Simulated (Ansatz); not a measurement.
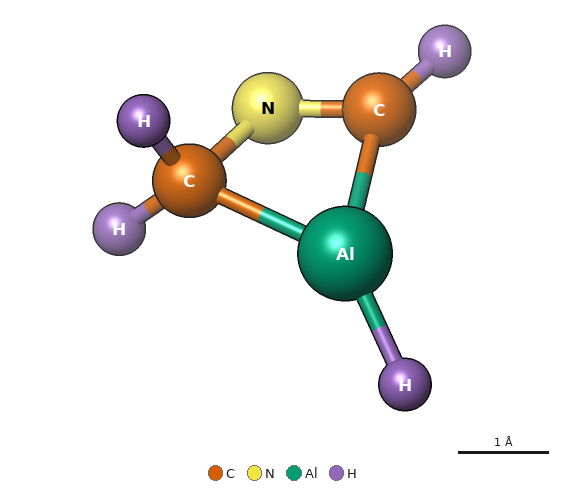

Depth is shown by fading: the farther an atom, the more it takes the colour of the background. Computed geometry: PBE-D4/def2-SVP optimisation. No frequency run is at hand to confirm it as a minimum. Masses are those of the most abundant isotopes; constants are for the rigid equilibrium geometry.

Question: Classify the rotor and give the rotational constants (GHz).

Answer: An asymmetric top (C1): A = 11.0, B = 7.03, C = 4.50 GHz. Ray's parameter κ is −0.22, nearer the prolate limit.
